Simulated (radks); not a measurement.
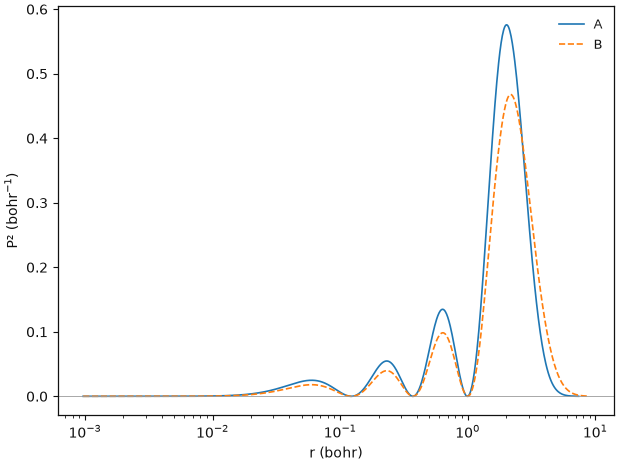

Two charge states of tellurium were computed: Te in [Kr] 4d10 5s2 5p4 (both spins equally filled); Te²⁺ in [Kr] 4d10 5p4 (both spins equally filled). The calculation used the in-house radial solver radks at this level: scalar-relativistic Kohn-Sham, SCAN, spin-polarised, spherical densities, finite nucleus.

The plot shows P² of the 5p up orbital in both runs (large components where relativistic).

> Which curve belongs to which run?

A is Te²⁺ in [Kr] 4d10 5p4 (both spins equally filled) (⟨r⟩ = 2.31 bohr, eigenvalue −23.6 eV); B is Te in [Kr] 4d10 5s2 5p4 (both spins equally filled) (⟨r⟩ = 2.65 bohr, eigenvalue −6.15 eV). Fewer electrons screen less, so the orbital shrinks.
